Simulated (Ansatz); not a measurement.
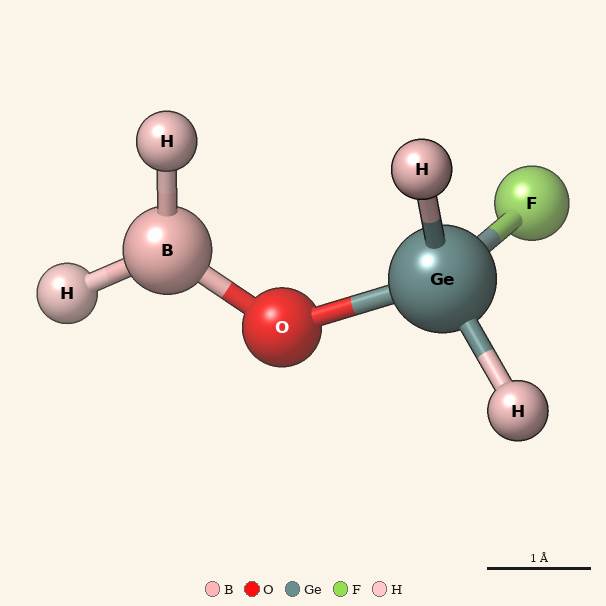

Depth is shown by fading: the farther an atom, the more it takes the colour of the background. The geometry was computed by an optimisation with PBE0-D4/def2-TZVP. Masses are those of the most abundant isotopes; constants are for the rigid equilibrium geometry.

Classify the rotor and give the rotational constants (cm⁻¹).

Answer. An asymmetric top (C1): A = 0.343, B = 0.111, C = 0.0942 cm⁻¹. Ray's parameter κ is −0.86, close to the prolate limit.
